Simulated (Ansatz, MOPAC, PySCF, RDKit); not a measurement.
H2O (SMILES O) and CH4S (SMILES CS) are pulled apart as rigid monomers along the line of their centres of mass, from the B3LYP-D3(BJ)/def2-TZVP minimum. Starting geometry (charge 0, multiplicity 1):
```xyz
9

O     -0.03099     0.48259     0.03750
H     -0.75444     0.09814    -0.46915
H      0.77516     0.20624    -0.41158
C     -0.29542     0.84054     4.20208
S     -0.13580    -0.76545     3.35361
H     -1.20276     1.35780     3.89695
H     -0.35417     0.62543     5.26768
H      0.57243     1.47041     4.01760
H     -0.08294    -0.27840     2.09942
```

Interaction energies with rigid monomers; basis-set methods are counterpoise corrected unless marked otherwise.

Rows in 6-31G* carry no dispersion term and start afresh at each structure (6-31G* with six Cartesian d functions). MP2/6-31G* freezes PySCF's default core. The state that AM1 reach isn't checked.

Programs: Ansatz (a first-principles code); MOPAC for AM1 (differences of heats of formation); PySCF for 6-31G* rows; RDKit for the force fields. Values without a source in brackets are computed.

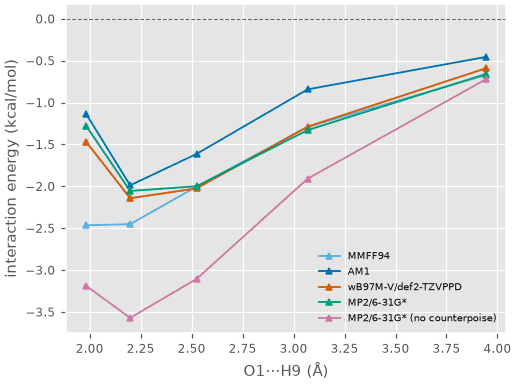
Interaction energy against separation

Question: Which level binds most strongly at O1···H9 = 2.20, and by how much?

Answer: MP2/6-31G* (no counterpoise), -3.6 kcal/mol.
